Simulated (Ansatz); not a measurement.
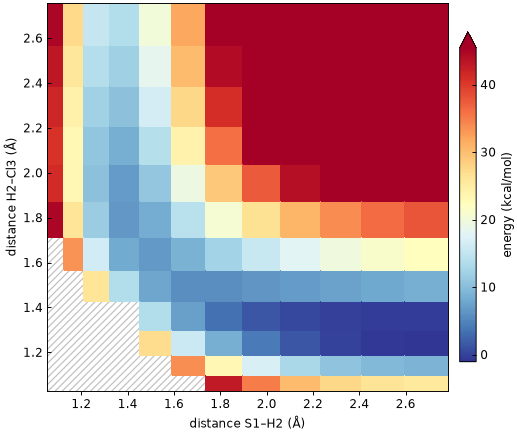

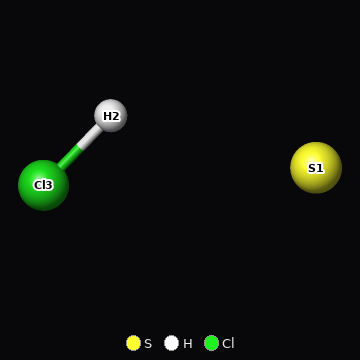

Energy landscape of the system S + HCl, spin multiplicity 3. First axis: distance S1–H2. Second axis: distance H2–Cl3. Nothing is relaxed (the angle S1–H2–Cl3 is fixed at 120 degrees). Grid: 12 × 12 points. At 22 points there is no value. Energies: kcal/mol, counted from S far from the relaxed HCl (each part in its own basis). In part of the range the unrestricted reference is strongly spin-contaminated. Method: UKS PBE0-D4/aug-cc-pVTZ (Ansatz).

Drawn: one coloured cell a grid point, one colour for all values above the top of the scale, hatched blanks where no value was computed. The second picture is the structure at the lowest point.

Q: Summarise what can be read from the map.

A: The lowest grid point is at distance S1–H2 = 2.688 Å, distance H2–Cl3 = 1.238 Å, −1.1 kcal/mol from S far from the relaxed HCl (each part in its own basis). It lies in a valley that leaves the map towards separated partners. Other grid points that lie below all their neighbours: distance S1–H2 = 1.384 Å, distance H2–Cl3 = 1.792 Å (7 kcal/mol higher). The highest grid point, distance S1–H2 = 2.688 Å, distance H2–Cl3 = 2.664 Å, lies 94 kcal/mol above the lowest.

Time for the 122 points that were run: 49 min on 1 thread of Arm Neoverse N1, with other jobs on the host.
